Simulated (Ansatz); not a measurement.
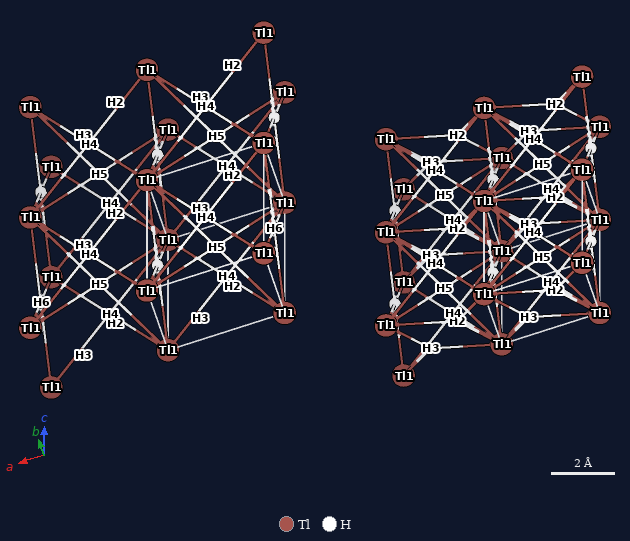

Two geometries of solid TlH₅ (a generated structure, set up in P6/mmm) (coarse preliminary run), drawn at one scale. One is the start of a relaxation, the other its converged end. A ball-and-stick model of the cell of the calculation, repeated 2 × 1 × 2 with one cell outlined, seen from a free direction.

Method: DFT PBE, scalar-relativistic, plane waves, PAW (Ansatz 0.2.0). (plane-wave cutoff 420 eV; k-point mesh 6 × 6 × 4; occupations gaussian; smearing width 0.1 eV; no spin polarisation; cell and atoms relaxed; force threshold 0.04 eV/Å; at most 70 steps)

Q: Which of the two is the end point?

A: The right one is the relaxed one. After 8 accepted moves (11 points after the start) the energy has fallen by 255 meV per atom. All forces vanish by symmetry, so only the cell relaxes. The pressure goes from −9.36 to −0.20 GPa. The line search rejected the trial steps at points 7, 9 of the run. At 1 point the geometry stayed and the basis and grid were re-selected for the new cell (energy shift of 1.5 meV per atom at most each time). The atoms keep their places relative to the cell (all moves are under 0.005 Å). The volume changes by −40.4 %, with a = b 4.767 → 4.005 Å (−16.0 %), c 3.879 → 3.274 Å (−15.6 %). Near-neighbour distances that change, for instance: Tl1–H4 3.073 → 2.586 Å, Tl1–H2 2.752 → 2.312 Å. The space group stays P6/mmm (No. 191). Cost: 17 s on 1 thread of Arm Neoverse V1, on a shared host, peak memory 0.32 GiB.

Limits of the set-up: the k-point mesh is coarse for a cell with partly filled bands.
